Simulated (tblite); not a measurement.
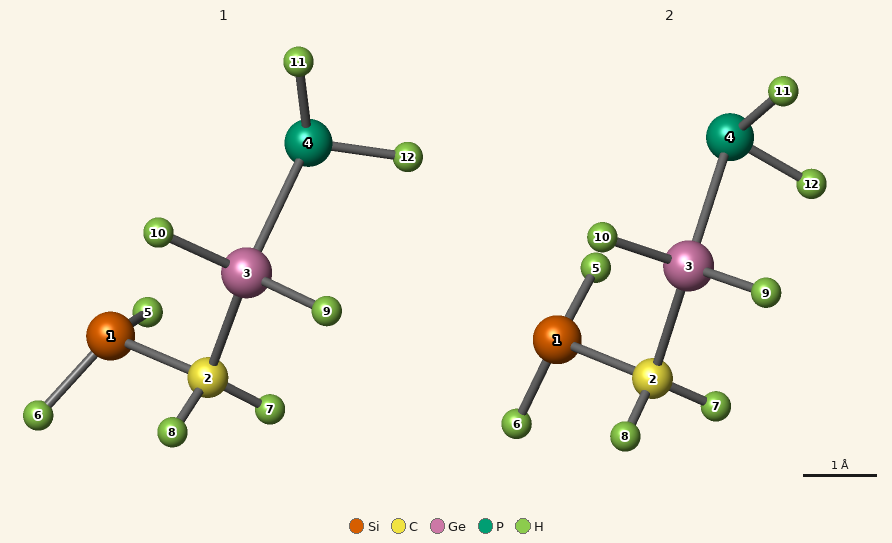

Two geometries of CH₈GePSi (multiplicity 2), drawn at one scale. One is the start of a relaxation, the other its converged end. The picture is a ball-and-stick view, seen from a free direction.

These are results of GFN2-xTB geometry optimisation, gas phase (tblite 0.8.0), not measurements. 

### Which geometry has the lower energy?

Structure 2 is the relaxed one. The largest moves after the best rigid fit, 0.76 Å, are those of H5 and H12. Largest moves by element: H 0.76 Å, P 0.38 Å, C 0.13 Å, Ge 0.11 Å, Si 0.07 Å. Among the contacts that change: P4–H11 1.469 → 1.385 Å, Ge3–H10 1.558 → 1.513 Å, P4–H12 1.432 → 1.388 Å, Ge3–H9 1.551 → 1.525 Å. Among the angles between lasting bonds that change: Ge3–P4–H12 112.1° → 92.8°, H11–P4–H12 110.8° → 92.1°, Ge3–P4–H11 104.1° → 94.1°. Groups turn about Si1–C2 by about 30°. After 83 geometry steps the energy has fallen by 16.5 kcal/mol.
